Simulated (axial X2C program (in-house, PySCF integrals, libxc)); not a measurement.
# WS: properties at the nuclei

Aim: properties at the nuclei of WS, with spin–orbit coupling in the Hamiltonian from the start.

The runs use an in-house X2C program for linear molecules on PySCF integrals; two-component X2C with atomic mean-field terms, W dyall-cv3z, S dyall-av3z.

All values are calculated.

## (1) Set-up

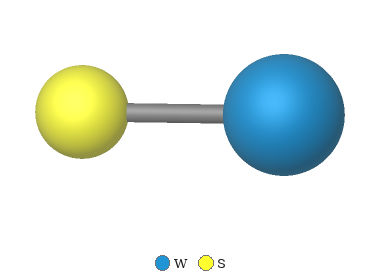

The two atoms at 2.140 Å (tungsten blue, sulfur yellow).

Input file task.json:

```json
{"zs": [74, 16], "q": 0, "bas": ["dyall-cv3z", "dyall-av3z"], "r0": 2.14, "levels": ["PBE0", "HF", "BP86", "TPSSh", "r2SCAN"], "nst": 3}
```

Keys: zs atomic numbers; q charge; bas basis sets; r0 starting distance in Å; levels methods (HF also brings MP2); nst determinants followed.

Launch:

```bash
$ python soeom.py task.json out
```

The runs that follow: Expectation values, lowest determinant; Expectation values, a higher determinant; Expectation values, a higher determinant.

Before running it: what results should come out? Wanted: lowest determinant; Eeff magnitude; Ws magnitude W; A∥/gI W; qzz W; higher determinant (for each run or level that gives them).

The runs gave:

| quantity | value |
| --- | --- |
| lowest determinant | Ω = 1 (excess of +ω over −ω: ω = -3/2, ω = 5/2) |
| Eeff magnitude (GV/cm), PBE0 | 28.1 |
| Ws magnitude W (kHz), PBE0 | 28.1 |
| A∥/gI W (MHz), PBE0 | 3970 |
| qzz W (a.u.), PBE0 | 0.95 |
| higher determinant | Ω = 3 (excess of +ω over −ω: ω = 1/2, ω = 5/2) |
| Eeff magnitude (GV/cm), PBE0, higher determinant | 20.9 |
| Ws magnitude W (kHz), PBE0, higher determinant | 7.32 |
| A∥/gI W (MHz), PBE0, higher determinant | 1780 |
| qzz W (a.u.), PBE0, higher determinant | 1.00 |
| higher determinant | Ω = 0 (closed shell) |
| qzz W (a.u.), PBE0, higher determinant | 0.96 |
| qzz S (a.u.), PBE0, higher determinant | -0.33 |
| μ (D), PBE0, higher determinant | -2.85 |

**Reading.** In the first state, the effective field runs from 18.1 to 32.2 GV/cm over the mean-field levels. The expectation values come from single determinants, which for open shells can mix terms of unlike spin or miss the lowest Ω, so a determinant need not be a state. Eeff is the effective electric field on the electron dipole moment in this Ω state and Ws the scalar–pseudoscalar constant (defined with the proton number Z and per Ω); A∥ is the parallel hyperfine constant, which follows by multiplying with the nuclear g factor gI = μI/(I μN); qzz is the electric field gradient, eQq0 = 234.96 MHz × Q/barn × qzz; μ is positive if S is the positive end. The operators were transformed with the bare-nucleus X2C matrices.
